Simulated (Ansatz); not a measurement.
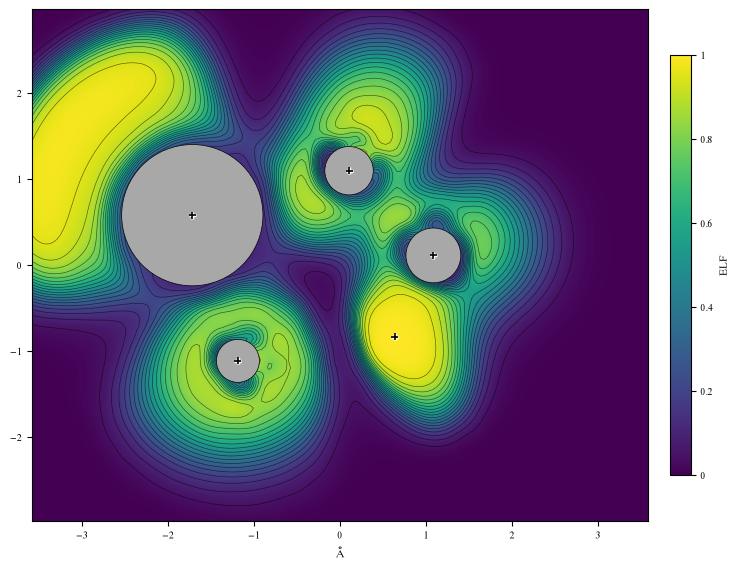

The electron localisation function on a plane through atoms (crosses mark nuclei in the plane; grey discs cover the cores).

Method: isolated molecule in a Gaussian basis; Kohn-Sham density functional theory, functional PBE0 (Ansatz).

Candidates:
A. FGeH3NO (charge +1)
B. ClFH3NOSi
C. BrCl2SiSn (charge +1)

### Which system is this?

Candidate A: FGeH3NO on the plane of atoms O4, N3 and H6, which holds F, Ge, N, O and H. N–O (1.39 Å): the ELF peaks at about 0.85 between the atoms; a covalent bond. Ge–F (1.77 Å): the ELF peaks at about 0.80 in the valence shell of F, 0.5 Å from its nucleus, and is about 0.25 at the midpoint.
